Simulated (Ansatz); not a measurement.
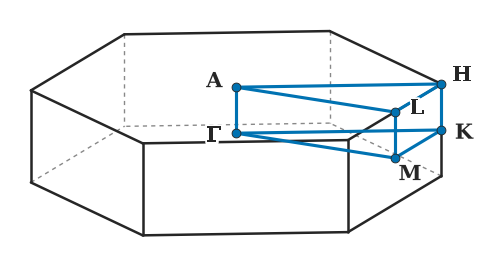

For Sc, the end point of a relaxation with DFT, r2SCAN, plane waves (500 eV) with PAW, scalar-relativistic in Ansatz 0.2.0; the starting structure was generated, so it need not be a known form of this composition: the figure shows the first Brillouin zone with its special points and a band path. Geometry calculated from the standardised cell; symmetry tolerance 0.002 Å.

Labels and path follow the convention of Hinuma et al. (2017), as computed by seekpath.

> What lattice type do the shape and the labels point to?

A primitive hexagonal lattice (hP; extended symbol hP2). The zone is a hexagonal prism in its combinatorial type: 8 faces (6 with 4 edges, 2 with 6 edges), 18 edges, 12 vertices.

> In which order does the conventional band path visit the special points?

Γ–M–K–Γ–A–L–H–A | L–M | H–K
